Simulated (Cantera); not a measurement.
A closed system holds: 1 mol SiF₄, 0.84 mol C₂H₂, 1900 mol H₂, at 3500 Pa.

Equilibrium computed with Cantera from the NASA thermochemical tables; the gas is ideal and each condensed phase is pure. Candidate condensed phases: C, C₆H₆, C₇H₈, C₈H₁₈, Si, SiC; 113 gas species. The tables' values for SiF₂, SiF₃, SiF are old estimates; treat these amounts as uncertain. Gases not in the tables: Si₂H₆ and higher silanes. Kinetics and transport are ignored.

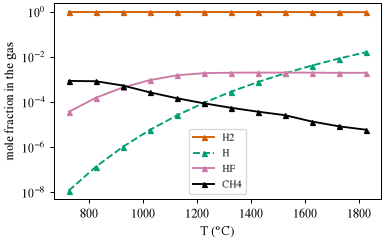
Figure: Equilibrium gas composition (values under 1e-9 drawn at 1e-9)

From 727 °C to 827 °C the condensed part is SiC(s). From 927 °C to 1527 °C the condensed part is C(graphite) + SiC(s). From 1627 °C to 1727 °C the condensed part is SiC(s). At 1827 °C nothing is condensed. The main Si-bearing gas is SiF₄ at 727 °C and Si at 1827 °C. The share of Si in condensed phases is highest at 1427 °C (96.6 %) and lowest at 1827 °C (0.0 %).
